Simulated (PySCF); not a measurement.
# C₂H₃BF₂S: NMR shifts at several levels of theory, part 2 of 2

PySCF 2.14.0. Atoms count from 0.

## 5. Nuclear shieldings: BHandHLYP/pcSseg-2

What the job is given:

```
{"job": {"kind": "nmr", "xc": "BHandHLYP", "basis": "pcSseg-2", "pop": false}, "charge": 0, "multiplicity": 1}
F      1.884129     1.461791    -0.930895
B      1.171923     0.391132    -0.634946
F      1.564876    -0.762578    -1.142525
C     -0.085089     0.491660     0.270748
C     -0.868492    -0.731139     0.561453
S     -1.550751     0.221191    -0.809079
H     -0.190585     1.345726     0.948203
H     -0.435036    -1.699277     0.290366
H     -1.477222    -0.735315     1.470720
```

Method: GIAO BHandHLYP/pcSseg-2 NMR shielding, non-relativistic, gas phase.

What it wrote:

```text
coarse grid: 8920 points
cycle   1  E = -700.7878225056  dE =  9.058e-01  |g| = 6.620e-01  |ddm| = 2.135e+00
cycle   2  E = -700.7826043104  dE =  5.218e-03  |g| = 7.486e-01  |ddm| = 6.915e-01
cycle   3  E = -700.8655722094  dE = -8.297e-02  |g| = 4.444e-02  |ddm| = 3.353e-01
cycle   4  E = -700.8659115967  dE = -3.394e-04  |g| = 2.736e-02  |ddm| = 5.314e-02
cycle   5  E = -700.8660784594  dE = -1.669e-04  |g| = 6.906e-03  |ddm| = 2.445e-02
cycle   6  E = -700.8660911405  dE = -1.268e-05  |g| = 1.594e-03  |ddm| = 8.873e-03
cycle   7  E = -700.8660917612  dE = -6.208e-07  |g| = 4.896e-04  |ddm| = 2.405e-03
final grid: 84696 points
cycle   8  E = -700.8667641758  dE = -5.083e-05  |g| = 2.781e-03  |ddm| = 2.289e-02
cycle   9  E = -700.8667646228  dE = -4.469e-07  |g| = 2.206e-03  |ddm| = 3.193e-03
cycle  10  E = -700.8667656446  dE = -1.022e-06  |g| = 4.501e-04  |ddm| = 1.614e-03
cycle  11  E = -700.8667656875  dE = -4.289e-08  |g| = 2.046e-04  |ddm| = 5.200e-04
cycle  12  E = -700.8667656975  dE = -9.972e-09  |g| = 3.209e-05  |ddm| = 2.154e-04
cycle  13  E = -700.8667656977  dE = -2.324e-10  |g| = 1.134e-05  |ddm| = 3.306e-05
converged SCF energy = -700.8667656977

GIAO shielding tensors (ppm)
atom      isotropic    diamagn.    paramagn.     s11        s22        s33       span
  0 F      275.111     466.827    -191.716    118.402    322.593    384.338    265.936
  1 B       77.623     191.534    -113.911     53.203     82.030     97.636     44.432
  2 F      300.223     468.868    -168.645    163.004    339.742    397.923    234.919
  3 C      171.089     248.061     -76.972    134.737    179.315    199.214     64.477
  4 C      159.906     245.874     -85.968    133.476    166.598    179.643     46.167
  5 S      718.649    1054.805    -336.157    228.442    766.612   1160.892    932.450
  6 H       29.452      29.728      -0.276     23.189     25.498     39.668     16.479
  7 H       28.863      30.049      -1.186     22.704     25.637     38.250     15.546
  8 H       28.867      28.925      -0.058     22.797     24.589     39.216     16.419
```

It took 44 s on 1 thread, shared host.

Key values: δ C4 24.4, C3 13.2, F0 -85.7, B1 25.9, H7 2.59, H8 2.58 ppm (means over like atoms).

## 6. Nuclear shieldings: CAM-B3LYP/pcSseg-2

Settings changed since step 5:

```diff
@@ -1,2 +1,2 @@
-{"job": {"kind": "nmr", "xc": "BHandHLYP", "basis": "pcSseg-2", "pop": false}, "charge": 0, "multiplicity": 1}
+{"job": {"kind": "nmr", "xc": "CAM-B3LYP", "basis": "pcSseg-2", "pop": false}, "charge": 0, "multiplicity": 1}
 F      1.884129     1.461791    -0.930895
```

Method: GIAO CAM-B3LYP/pcSseg-2 NMR shielding, non-relativistic, gas phase.

What it wrote:

```text
coarse grid: 8920 points
cycle   1  E = -700.8264746222  dE =  8.931e-01  |g| = 7.019e-01  |ddm| = 2.119e+00
cycle   2  E = -700.7939933435  dE =  3.248e-02  |g| = 9.127e-01  |ddm| = 7.705e-01
cycle   3  E = -700.9127353220  dE = -1.187e-01  |g| = 4.342e-02  |ddm| = 3.735e-01
cycle   4  E = -700.9130971641  dE = -3.618e-04  |g| = 2.229e-02  |ddm| = 5.354e-02
cycle   5  E = -700.9132043044  dE = -1.071e-04  |g| = 7.575e-03  |ddm| = 2.349e-02
cycle   6  E = -700.9132182453  dE = -1.394e-05  |g| = 2.120e-03  |ddm| = 8.883e-03
cycle   7  E = -700.9132192880  dE = -1.043e-06  |g| = 5.682e-04  |ddm| = 2.882e-03
final grid: 84696 points
cycle   8  E = -700.9136414806  dE = -9.281e-05  |g| = 3.787e-03  |ddm| = 2.760e-02
cycle   9  E = -700.9136419423  dE = -4.616e-07  |g| = 3.367e-03  |ddm| = 4.127e-03
cycle  10  E = -700.9136440056  dE = -2.063e-06  |g| = 5.524e-04  |ddm| = 2.021e-03
cycle  11  E = -700.9136440581  dE = -5.246e-08  |g| = 2.323e-04  |ddm| = 5.569e-04
cycle  12  E = -700.9136440696  dE = -1.151e-08  |g| = 3.921e-05  |ddm| = 2.386e-04
cycle  13  E = -700.9136440700  dE = -3.884e-10  |g| = 1.673e-05  |ddm| = 4.585e-05
converged SCF energy = -700.9136440700

GIAO shielding tensors (ppm)
atom      isotropic    diamagn.    paramagn.     s11        s22        s33       span
  0 F      258.593     466.853    -208.260     95.188    303.975    376.617    281.429
  1 B       71.629     191.856    -120.227     47.064     77.502     90.320     43.256
  2 F      285.240     468.739    -183.499    141.992    322.851    390.876    248.883
  3 C      168.300     247.126     -78.826    131.028    177.463    196.409     65.381
  4 C      157.472     245.496     -88.023    130.576    164.351    177.491     46.915
  5 S      685.928    1054.841    -368.913    179.192    742.569   1136.023    956.831
  6 H       29.277      29.864      -0.586     23.182     25.424     39.226     16.043
  7 H       28.727      30.020      -1.293     22.684     25.591     37.907     15.223
  8 H       28.728      29.053      -0.325     22.758     24.552     38.874     16.116
```

It took 68 s on 1 thread, shared host.

Key values: δ C4 25.1, C3 14.3, F0 -85.9, B1 26.2, H7 2.61, H8 2.61 ppm (means over like atoms).

## 7. Shielding tensors: wB97X-D/pcSseg-2

Settings changed since step 6:

```diff
@@ -1,2 +1,2 @@
-{"job": {"kind": "nmr", "xc": "CAM-B3LYP", "basis": "pcSseg-2", "pop": false}, "charge": 0, "multiplicity": 1}
+{"job": {"kind": "nmr", "xc": "wB97X-D", "basis": "pcSseg-2", "pop": false}, "charge": 0, "multiplicity": 1}
 F      1.884129     1.461791    -0.930895
```

Level: GIAO wB97X-D/pcSseg-2 NMR shielding, non-relativistic, gas phase.

What it wrote:

```text
coarse grid: 8920 points
cycle   1  E = -700.8093887265  dE =  9.290e-01  |g| = 7.216e-01  |ddm| = 2.125e+00
cycle   2  E = -700.8004185606  dE =  8.970e-03  |g| = 8.485e-01  |ddm| = 7.907e-01
cycle   3  E = -700.9054184214  dE = -1.050e-01  |g| = 4.112e-02  |ddm| = 3.593e-01
cycle   4  E = -700.9058306385  dE = -4.122e-04  |g| = 1.821e-02  |ddm| = 6.018e-02
cycle   5  E = -700.9059091188  dE = -7.848e-05  |g| = 6.187e-03  |ddm| = 2.549e-02
cycle   6  E = -700.9059193087  dE = -1.019e-05  |g| = 1.780e-03  |ddm| = 8.555e-03
cycle   7  E = -700.9059202890  dE = -9.803e-07  |g| = 5.586e-04  |ddm| = 3.523e-03
final grid: 84696 points
cycle   8  E = -700.9105618285  dE = -2.113e-04  |g| = 9.123e-03  |ddm| = 4.398e-02
cycle   9  E = -700.9105612366  dE =  5.919e-07  |g| = 9.608e-03  |ddm| = 7.662e-03
cycle  10  E = -700.9105747967  dE = -1.356e-05  |g| = 6.527e-04  |ddm| = 4.136e-03
cycle  11  E = -700.9105749108  dE = -1.141e-07  |g| = 2.700e-04  |ddm| = 7.989e-04
cycle  12  E = -700.9105749328  dE = -2.198e-08  |g| = 9.654e-05  |ddm| = 3.735e-04
cycle  13  E = -700.9105749362  dE = -3.359e-09  |g| = 3.096e-05  |ddm| = 1.406e-04
cycle  14  E = -700.9105749369  dE = -6.899e-10  |g| = 9.445e-06  |ddm| = 9.055e-05
converged SCF energy = -700.9105749369

GIAO shielding tensors (ppm)
atom      isotropic    diamagn.    paramagn.     s11        s22        s33       span
  0 F      263.589     464.823    -201.234    102.916    308.340    379.511    276.595
  1 B       75.209     193.280    -118.071     53.351     79.050     93.225     39.874
  2 F      289.409     466.667    -177.259    149.293    326.268    392.666    243.373
  3 C      169.671     249.743     -80.071    133.017    179.391    196.607     63.590
  4 C      158.403     248.261     -89.858    131.856    165.530    177.822     45.966
  5 S      700.260    1055.133    -354.874    209.021    758.553   1133.205    924.184
  6 H       29.344      29.751      -0.408     23.214     25.451     39.366     16.151
  7 H       28.775      30.045      -1.270     22.705     25.611     38.008     15.303
  8 H       28.778      28.798      -0.019     22.825     24.559     38.951     16.127
```

It took 55 s on 1 thread, shared host.

This run: δ C4 26.0, C3 14.7, F0 -90.1, B1 24.7, H7 2.58, H8 2.58 ppm (means over like atoms).

## 8. Nuclear shieldings: LC-wPBE/pcSseg-2

Settings changed since step 7:

```diff
@@ -1,2 +1,2 @@
-{"job": {"kind": "nmr", "xc": "wB97X-D", "basis": "pcSseg-2", "pop": false}, "charge": 0, "multiplicity": 1}
+{"job": {"kind": "nmr", "xc": "LC-wPBE", "basis": "pcSseg-2", "pop": false}, "charge": 0, "multiplicity": 1}
 F      1.884129     1.461791    -0.930895
```

Level: GIAO LC-wPBE/pcSseg-2 NMR shielding, non-relativistic, gas phase.

What it wrote:

```text
coarse grid: 8920 points
cycle   1  E = -700.5887572374  dE =  1.020e+00  |g| = 7.529e-01  |ddm| = 2.117e+00
cycle   2  E = -700.5998426338  dE = -1.109e-02  |g| = 8.348e-01  |ddm| = 7.971e-01
cycle   3  E = -700.7013326538  dE = -1.015e-01  |g| = 4.842e-02  |ddm| = 3.436e-01
cycle   4  E = -700.7020150239  dE = -6.824e-04  |g| = 1.773e-02  |ddm| = 7.756e-02
cycle   5  E = -700.7021091957  dE = -9.417e-05  |g| = 7.259e-03  |ddm| = 3.217e-02
cycle   6  E = -700.7021228816  dE = -1.369e-05  |g| = 1.877e-03  |ddm| = 1.144e-02
cycle   7  E = -700.7021252904  dE = -2.409e-06  |g| = 7.792e-04  |ddm| = 5.969e-03
final grid: 84696 points
cycle   8  E = -700.7096620338  dE = -1.734e-04  |g| = 9.287e-03  |ddm| = 4.006e-02
cycle   9  E = -700.7096638628  dE = -1.829e-06  |g| = 8.184e-03  |ddm| = 7.489e-03
cycle  10  E = -700.7096735115  dE = -9.649e-06  |g| = 9.139e-04  |ddm| = 4.391e-03
cycle  11  E = -700.7096739385  dE = -4.270e-07  |g| = 2.762e-04  |ddm| = 5.792e-04
cycle  12  E = -700.7096739075  dE =  3.104e-08  |g| = 1.068e-04  |ddm| = 3.103e-04
cycle  13  E = -700.7096739112  dE = -3.691e-09  |g| = 2.620e-05  |ddm| = 1.536e-04
cycle  14  E = -700.7096739120  dE = -8.224e-10  |g| = 9.139e-06  |ddm| = 1.185e-04
converged SCF energy = -700.7096739120

GIAO shielding tensors (ppm)
atom      isotropic    diamagn.    paramagn.     s11        s22        s33       span
  0 F      260.629     466.310    -205.681     96.383    304.991    380.515    284.132
  1 B       72.620     193.146    -120.526     48.723     78.769     90.367     41.645
  2 F      285.185     467.749    -182.565    140.658    321.329    393.567    252.908
  3 C      174.470     248.647     -74.177    137.984    185.253    200.172     62.188
  4 C      163.588     246.725     -83.137    137.181    171.315    182.270     45.089
  5 S      708.012    1054.615    -346.602    200.701    781.623   1141.713    941.011
  6 H       29.309      29.813      -0.504     23.086     25.282     39.560     16.474
  7 H       28.766      30.092      -1.326     22.620     25.445     38.233     15.613
  8 H       28.787      28.977      -0.191     22.738     24.400     39.221     16.482
```

Run time: 74 s. Hardware: 1 thread, shared host.

In short: δ C4 24.7, C3 13.8, F0 -69.3, B1 26.3, H7 2.55, H8 2.53 ppm (means over like atoms).

## 9. Side by side: NMR shifts

Shifts (ppm) of some atoms, chosen among heavy atoms and hydrogens apart, means over like atoms, with basis size and wall time:

| run | C4 | C3 | H7 | H8 | F0 | B1 | S5 | functions | time |
| --- | --- | --- | --- | --- | --- | --- | --- | --- | --- |
| WP04/pcSseg-2 | 29.6 | 18.0 | 2.64 | 2.61 | -105.3 | 25.3 | -161 | 265 | 51 s |
| B97-2/pcSseg-2 | 26.3 | 15.1 | 2.62 | 2.63 | -98.8 | 24.2 | -198 | 265 | 46 s |
| BHandHLYP/pcSseg-2 | 24.4 | 13.2 | 2.59 | 2.58 | -85.7 | 25.9 | -218 | 265 | 44 s |
| CAM-B3LYP/pcSseg-2 | 25.1 | 14.3 | 2.61 | 2.61 | -85.9 | 26.2 | -191 | 265 | 68 s |
| wB97X-D/pcSseg-2 | 26.0 | 14.7 | 2.58 | 2.58 | -90.1 | 24.7 | -200 | 265 | 55 s |
| LC-wPBE/pcSseg-2 | 24.7 | 13.8 | 2.55 | 2.53 | -69.3 | 26.3 | -207 | 265 | 74 s |

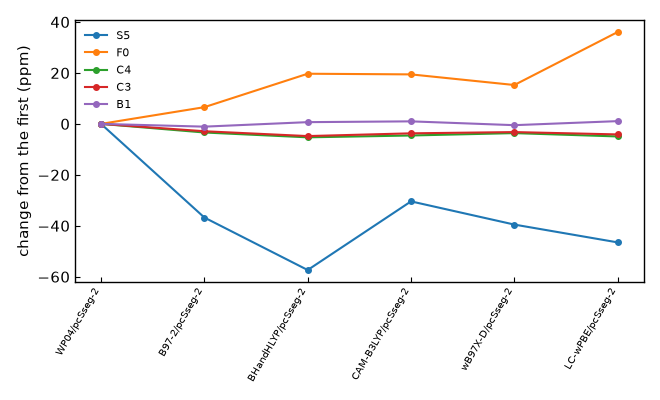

How five of the tabulated atoms move from run to run.

## 10. Outcome

This closing draws on all 2 parts.

```
                                                                 quantity                 value
                                                              point group                    C1
                                     rotational constants (main isotopes)  5.36, 1.93, 1.75 GHz
                                   ¹³C shifts against TMS (WP04/pcSseg-2)        29.6, 18.0 ppm
                                    ¹H shifts against TMS (WP04/pcSseg-2)  2.64, 2.61, 2.07 ppm
¹⁹F shifts against CFCl3 (WP04/pcSseg-2, means over atoms taken as alike)            -105.3 ppm
                              ¹¹B shifts against BF3·OEt2 (WP04/pcSseg-2)              25.3 ppm
                                   ³³S shifts against CS2 (WP04/pcSseg-2)              -161 ppm
                                                 range of the shift of S5      -218 to -161 ppm
```

In words: Single values in the summary come from the first run of each kind that ended normally (WP04/pcSseg-2), which need not be the best level. Relaxing lowered the energy by 0.037 eV in 7 steps; the close pair that moved most is C4–S5, from 1.790 to 1.803 Å. At WP04/pcSseg-2: The largest span, 962 ppm, is at S5, where the paramagnetic term is -430 ppm. Across the 6 runs the shift of S5 moves most, between -218 (BHandHLYP/pcSseg-2) and -161 ppm (WP04/pcSseg-2).
